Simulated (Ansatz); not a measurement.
**B₂H+ (triplet): inputs that go wrong**

4 inputs are run for B₂H+ (triplet) as typed; the log has to tell whether the result can be used and what must change.

Method: the settings change from run to run; program: Ansatz 0.2.0, Gaussian basis.

22 further runs of the same task are left out: 4 for a known fault of the program, 5 that didn't finish, 13 set aside as unsound or not needed.

### 1 The geometry

The geometry is a PBE0/def2-TZVP stationary point (not a proven minimum) of the parent state, kept for this charge and spin.

3 atoms, charge 1, spin multiplicity 3.

Atoms are counted from 1 here; the program's logs count them from 0.

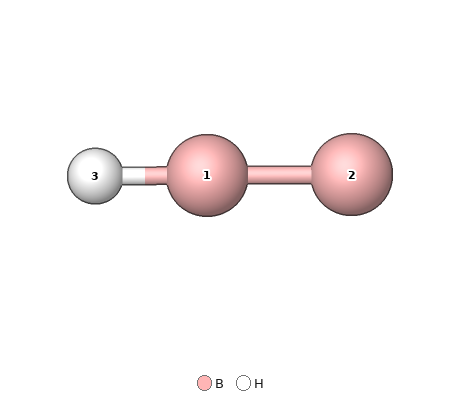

The geometry (boron pink, hydrogen white); atoms are numbered from 1 in the order of the file.

Geometry (Å):

| atom | x (Å) | y (Å) | z (Å) |
| --- | --- | --- | --- |
| B1 | 0.00000 | 0.00000 | 0.11406 |
| B2 | 0.00000 | 0.00000 | -1.40637 |
| H3 | 0.00000 | 0.00000 | 1.29231 |

### 2 Try 1

Contents of in.yaml:

```yaml
crystal:
  periodic: [false, false, false]
  atoms:
    - {symbol: B, position_ang: [0.000000, 0.000000, 0.114060]}
    - {symbol: B, position_ang: [0.000000, 0.000000, -1.406367]}
    - {symbol: H, position_ang: [0.000000, 0.000000, 1.292307]}
basis:
  gaussian: {orbitals: STO-3G}
total_charge: 1
magnetization: {spin_polarized: false, initial_magnetization: 2}
correlation: {method: fic_mrcisd_q, electrons: outside_noble_gas, active_space: {window: {electrons: 8, orbitals: 2}}}
scf: {lower_state_search: off}
```

On the command line:

```
ansatz run in.yaml --threads 1 --pin off --events-out ev --progress --plain --max-ram 2393MiB
```

The program printed:

```text
Functional definition: HF
  name "HF"
  cite "Fock, Z. Phys. 61, 126 (1930) doi:10.1007/BF01340294"
  parent pbe
  exchange = exact_x
  correlation = 0
these checks for a lower state are left out or cut short: stability, starts, cluster_reference, orbital_swaps, neighbouring_geometries, increment
137 factors; integrals over basis functions are off by at most 2.4e-4 eV
mean field evaluation 1: about -1328.3343 eV, gradient 9.7e0 eV
mean field evaluation 2: about -1328.3337 eV, gradient 9.6e0 eV
mean field evaluation 4: about -1329.7919 eV, gradient 1.1e0 eV
mean field evaluation 8: about -1329.8123 eV, gradient 2.5e-2 eV
mean field -1329.81234107 eV, -48.8697021552 hartree, gradient 6.0e-7 eV, S^2 2.000000; 0 other end points of the search recorded, 0 dependent functions left out
reference -1329.81234107 eV, -48.8697021552 hartree; 6, 4 occupied and 5, 7 virtual orbitals, 137 factors
Error: 8 electrons in 2 orbitals form no window around the highest filled level of the reference
```

Wall time 0.06 s (1 thread of Intel Xeon 6975P-C, shared host).

**Diagnosis.** The run stopped with an error. The active window can't be built from these electrons and orbitals. To mend it, choose counts that fit the spin, the electrons and the basis.

### 3 Try 2

Contents of in.yaml:

```yaml
crystal:
  periodic: [false, false, false]
  atoms:
    - {symbol: B, position_ang: [0.000000, 0.000000, 0.114060]}
    - {symbol: B, position_ang: [0.000000, 0.000000, -1.406367]}
    - {symbol: H, position_ang: [0.000000, 0.000000, 1.292307]}
basis:
  gaussian: {orbitals: cc-pVDZ}
total_charge: 1
magnetization: {spin_polarized: false, initial_magnetization: 2}
correlation: {active_space: {window: {electrons: 4, orbitals: 4}, states: [{multiplicity: 3, weights: [-1, 1]}]}}
```

The command is unchanged.

The program printed:

```text
Error: set 0 asks for 2 states and needs as many positive weights; it has [-1.0, 1.0]
```

Wall time 0.03 s (1 thread of Intel Xeon 6975P-C, shared host).

**Diagnosis.** The run was refused. The list of states asked for (weights, spin or count) can't be met. Fix: mend what the message names.

### 4 Try 3

Contents of in.yaml:

```yaml
crystal:
  periodic: [false, false, false]
  atoms:
    - {symbol: B, position_ang: [0.000000, 0.000000, 0.114060]}
    - {symbol: B, position_ang: [0.000000, 0.000000, -1.406367]}
    - {symbol: H, position_ang: [0.000000, 0.000000, 1.292307]}
basis:
  gaussian: {orbitals: aug-cc-pVDZ}
total_charge: 1
magnetization: {spin_polarized: false, initial_magnetization: 10}
hamiltonian: {xc: hf}
accuracy: high
scf: {lower_state_search: off}
output: {forces: true, orbitals: {seedname: orbitals}}
```

Launched as before.

The program printed:

```text
Functional definition: HF
  name "HF"
  cite "Fock, Z. Phys. 61, 126 (1930) doi:10.1007/BF01340294"
  parent pbe
  exchange = exact_x
  correlation = 0
these checks for a lower state are left out or cut short: stability, starts, cluster_reference, orbital_swaps, neighbouring_geometries, increment
939 factors; integrals over basis functions are off by at most 2.7e-9 eV
mean field evaluation 1: about -945.9813 eV, gradient 1.4e1 eV
mean field evaluation 2: about -946.1435 eV, gradient 1.4e1 eV
mean field evaluation 4: about -948.2080 eV, gradient 3.2e0 eV
mean field evaluation 8: about -948.3518 eV, gradient 2.9e-1 eV
mean field -948.35347767 eV, -34.8513474872 hartree, gradient 2.1e-8 eV, S^2 30.000000; 0 other end points of the search recorded, 0 dependent functions left out
the calculation of the forces begins
reference -948.35347767 eV, -34.8513474872 hartree; 10, 0 occupied and 45, 55 virtual orbitals, 939 factors
Total energy: -948.35347767 eV, -34.8513474872 hartree
Atom 0 at     0.000000     0.000000     0.114060 Å, force    -0.000000    -0.000000     5.444295 eV/Å
Atom 1 at     0.000000     0.000000    -1.406367 Å, force     0.000000     0.000000   -19.027127 eV/Å
Atom 2 at     0.000000     0.000000     1.292307 Å, force     0.000000    -0.000000    13.582832 eV/Å
Dipole moment:    -0.000000    -0.000000     0.206108 e Å
Checks for a lower state left out: stability, starts, cluster_reference, orbital_swaps, neighbouring_geometries, increment
```

Wall time 0.48 s (1 thread of Intel Xeon 6975P-C, shared host).

Diagnosis: The run converged, which proves nothing about the input. Far too many unpaired electrons are asked for. Its energy belongs to the state of multiplicity 11, not to the triplet that was meant. Fix: set initial_magnetization to that of the wanted state.

### 5 Try 4

Contents of in.yaml:

```yaml
crystal:
  periodic: [false, false, false]
  atoms:
    - {symbol: B, position_ang: [0.000000, 0.000000, 0.114060]}
    - {symbol: B, position_ang: [0.000000, 0.000000, -1.406367]}
    - {symbol: H, position_ang: [0.000000, 0.000000, 1.292307]}
basis:
  gaussian: {orbitals: STO-3G}
total_charge: 1
magnetization: {spin_polarized: true, initial_magnetization: 6}
correlation: {method: mp2, electrons: valence}
output: {forces: true}
```

The command is unchanged.

The program printed:

```text
Functional definition: HF
  name "HF"
  cite "Fock, Z. Phys. 61, 126 (1930) doi:10.1007/BF01340294"
  parent pbe
  exchange = exact_x
  correlation = 0
141 factors; integrals over basis functions are off by at most 1.2e-4 eV
mean field evaluation 1: about -1315.1806 eV, gradient 6.6e0 eV
mean field evaluation 2: about -1315.2241 eV, gradient 6.6e0 eV
mean field evaluation 4: about -1315.8893 eV, gradient 1.1e0 eV
mean field evaluation 8: about -1315.9238 eV, gradient 7.0e-6 eV
mean field evaluation 16: about -1315.9238 eV, gradient 2.9e-6 eV
mean field -1315.92384914 eV, -48.3593094908 hartree, gradient 1.7e-6 eV, S^2 12.000012; 2 other end points of the search recorded, 0 dependent functions left out
2 core orbitals not correlated: weight in the atoms' cores, before any rotation towards them, 1.000 or more for the frozen orbitals, at most 0.000 for the correlated occupied ones
reference -1315.92384914 eV, -48.3593094908 hartree; 6, 0 occupied and 3, 9 virtual orbitals, 141 factors
second order -0.08266336 eV of doubles, -0.00000000 eV of singles
the calculation of the forces begins
Total energy: -1316.00651250 eV, -48.3623473133 hartree
Atom 0 at     0.000000     0.000000     0.114060 Å, force     0.000000    -0.000000     3.547332 eV/Å
Atom 1 at     0.000000     0.000000    -1.406367 Å, force     0.000000     0.000000    -8.797454 eV/Å
Atom 2 at     0.000000     0.000000     1.292307 Å, force    -0.000000    -0.000000     5.250123 eV/Å
Dipole moment:    -0.000000    -0.000000     0.745256 e Å
```

Run time: 0.09 s. Hardware: 1 thread of Intel Xeon 6975P-C, shared host.

**Diagnosis.** The run converged, which proves nothing about the input. Far too many unpaired electrons are asked for. Its energy belongs to the state of multiplicity 7, not to the triplet that was meant. Fix: set initial_magnetization to that of the wanted state.

### 6 How the runs ended

| try | level | ended | cause | time |
| --- | --- | --- | --- | --- |
| 1 | MRCISD+Q(8,2)/STO-3G | stopped by an error | the active window can't be built from these electrons and orbitals | 0.06 s |
| 2 | CASSCF(4,4)/cc-pVDZ | refused | the list of states asked for (weights, spin or count) can't be met | 0.03 s |
| 3 | HF/aug-cc-pVDZ | converged | far too many unpaired electrons are asked for | 0.48 s |
| 4 | MP2 on UHF/STO-3G | converged | far too many unpaired electrons are asked for | 0.09 s |

1 stopped by an error, 1 refused, 2 converged. The input that converges on a wrong geometry or spin is the dangerous one: no error points at it, so geometry and ⟨S²⟩ have to be checked.
